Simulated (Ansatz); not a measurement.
# C2H6FIn: what the fields show

The calculation's input:

```
crystal:
  periodic: [false, false, false]
  atoms:
    - {symbol: C, position_ang: [0.819689, 1.333828, 1.820603]}
    - {symbol: C, position_ang: [-0.060845, -1.871577, -0.487819]}
    - {symbol: F, position_ang: [-1.842047, 0.976476, -0.215050]}
    - {symbol: In, position_ang: [-0.205884, 0.059005, 0.434357]}
    - {symbol: H, position_ang: [1.749504, 0.879694, 2.188426]}
    - {symbol: H, position_ang: [0.151307, 1.539087, 2.669516]}
    - {symbol: H, position_ang: [1.048116, 2.286031, 1.320250]}
    - {symbol: H, position_ang: [0.027980, -1.734973, -1.575505]}
    - {symbol: H, position_ang: [-0.985306, -2.430330, -0.282239]}
    - {symbol: H, position_ang: [0.802977, -2.440915, -0.119372]}
basis:
  gaussian: {orbitals: def2-TZVPD}
hamiltonian: {xc: {name: PBE0}}
output: {forces: true, orbitals: {seedname: orbitals}}
```

Command:

```sh
ansatz run input.yaml --threads 2 --pin off --max-ram 4350MiB --events-out events.jsonl --progress --plain --runs-dir runs
```

Geometry: PBE0-D3(BJ)/def2-SVP; core potentials replace the inner electrons of In.

Level of theory: Ansatz, isolated molecule in a Gaussian basis; Kohn-Sham density functional theory, functional PBE0.

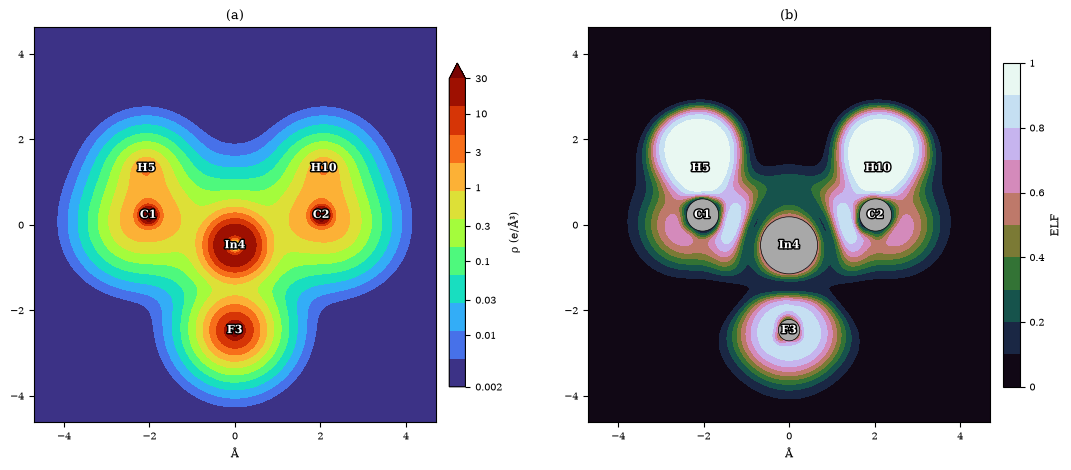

Figure 1. (a) electron density; (b) ELF on the plane of atoms C1, In4 and F3. Grey discs cover the atomic cores in the ELF map.

What do the fields say about this system?

Answer. The section cuts through C, F, In and H sites. In–F (1.99 Å): ρ at the midpoint is about 0.72 e/Å³; the ELF peaks at about 0.80 in the valence shell of F, 0.5 Å from its nucleus, and drops to about 0.15 between the two atoms. C–In (2.14 Å): ρ at the midpoint is about 0.68 e/Å³; the ELF peaks at about 0.90 in the valence shell of C, 0.7 Å from its nucleus, and drops to about 0.20 between the two atoms. C–H (1.10 Å): ρ is about 1.9 e/Å³ halfway; the ELF climbs to about 1 towards the hydrogen, as it does in any bond to H: a covalent bond by its length. The ELF also peaks beside F3, away from the bonds: lone-pair regions.

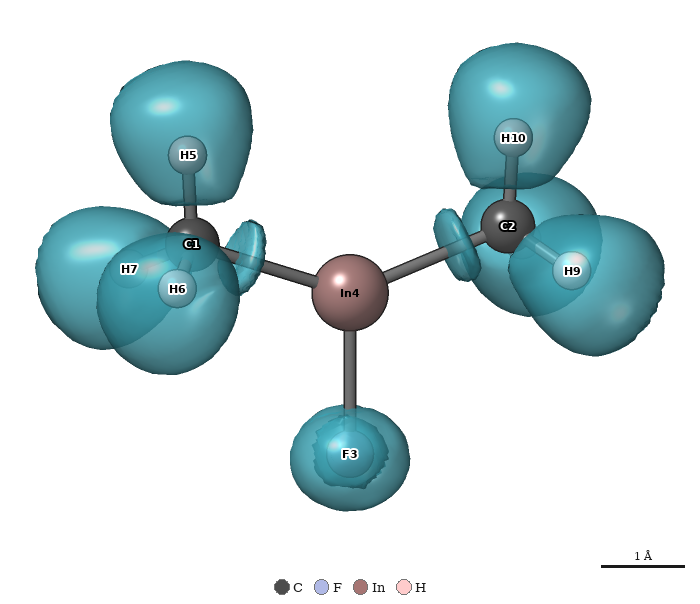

Figure 2. Isosurface of the electron localisation function at 0.8 (cyan), seen at a tilt. Only the valence region is drawn (cores and ρ < 0.01 e/Å³ removed).

Where are the electrons localised?

Answer. The surface consists of six regions around hydrogen nuclei, two lobes of the valence shell of C pointing towards In (polar bonds) and one region wrapped around F (its valence shell).

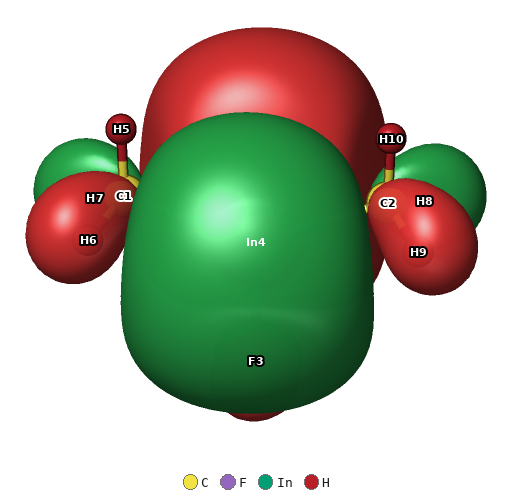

Figure 3. One frontier orbital at ±0.04 Å⁻³ᐟ² (green and red are the two phases), seen at a tilt.

Which orbital is it: HOMO or LUMO?

Answer. The LUMO, at −1.06 eV. Its weight (Hirshfeld) is mainly on In4 (about 80 %).
